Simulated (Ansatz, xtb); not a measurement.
# Redistribution: C2H5I + C2H2FI → CH2I2 + C3H5F

Species: C2H5I (iodoethane) `CCI`, singlet; C2H2FI `F/C=C/I`, singlet; CH2I2 (diiodomethane) `ICI`, singlet; C3H5F `C/C=C/F`, singlet. The partners trade CH3 for I; both sit on C, so the bond types are kept.

Shapes, held fixed at every level: PBE0-D4/def2-TZVP. Programs: Ansatz 0.2.0, xtb 6.7.1. The zero-point and thermal change to 298 K, harmonic and unscaled (PBE0-D4/def2-TZVP), is -0.7 kJ/mol.

```
              level                    kind  ΔH(298 K) (kJ/mol)  less CCSD(T)/def2-TZVPP
           GFN0-xTB          semi-empirical                +8.6                     +4.1
      HF/def2-TZVPP            Hartree–Fock                +3.1                     -1.4
BHLYP-D4/def2-TZVPP           global hybrid                +0.2                     -4.3
 wB97X-V/def2-TZVPP  range-separated hybrid                +3.1                     -1.4
  B2PLYP/def2-TZVPP           double hybrid                +2.0                     -2.5
       MP2/def2-SVP     perturbation theory                +5.1                     +0.6
      CCSD/def2-SVP   coupled cluster or CI                +5.3                     +0.8
 CCSD(T)/def2-TZVPP   coupled cluster or CI                +4.5                      0.0
```

The highest level, CCSD(T)/def2-TZVPP, gives ΔH(298 K) = +4.5 kJ/mol; the levels span +0.2 to +8.6. The column of differences is taken from that level and isn't an error. No measured value is set beside it here. For atoms past krypton def2 sets carry core potentials with scalar relativity. Outer-core shells of I are correlated, in sets that cover them unevenly.

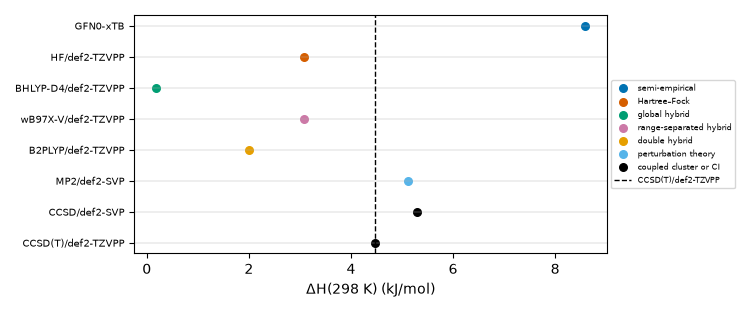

The values of the table, level by level.
